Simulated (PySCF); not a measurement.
C3H5NO, SMILES `N=CCC=O`.

Level of theory: B3LYP/def2-SVPD (PySCF), at a geometry from GFN2-xTB. No frequency check shows the geometry to be a minimum.

Cartesian coordinates (Å):

```
N1       2.0605    0.3964   -0.1951
C2       1.1468   -0.1813    0.4368
C3      -0.0348   -0.7343   -0.3026
C4      -1.1235    0.3124   -0.2854
O5      -2.1599    0.2156    0.3025
H6       2.8255    0.7683    0.3620
H7       1.1028   -0.3046    1.5267
H8      -0.3941   -1.6478    0.1712
H9       0.2522   -0.9102   -1.3396
H10     -0.8613    1.2143   -0.8678
```

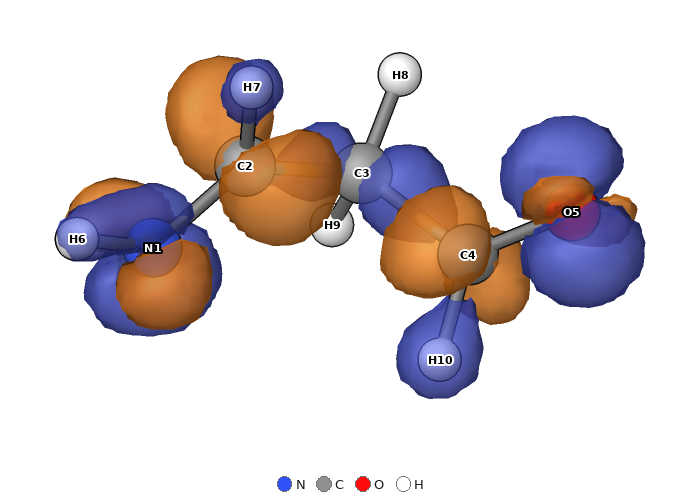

Unrelaxed difference density of S₃ less the ground state (TDA singlet states), ±0.04 e/Å³; orange: gain, blue: loss.

Q: How does the charge move on excitation?

A: 0.71 e is displaced in all, of which about 0.4 e passes between atoms: O5 (0.22 e) and N1 (0.07 e) lose electrons and C2 (0.21 e) and C4 (0.11 e) gain them. The state: 5.84 eV (212 nm), f = 0.009; the leading pair carries 88 %; hole on O5 (34 %), N1 (27 %) and C3 (10 %), electron on C2 (27 %), N1 (20 %) and C4 (20 %); their centroids lie 0.5 Å apart.
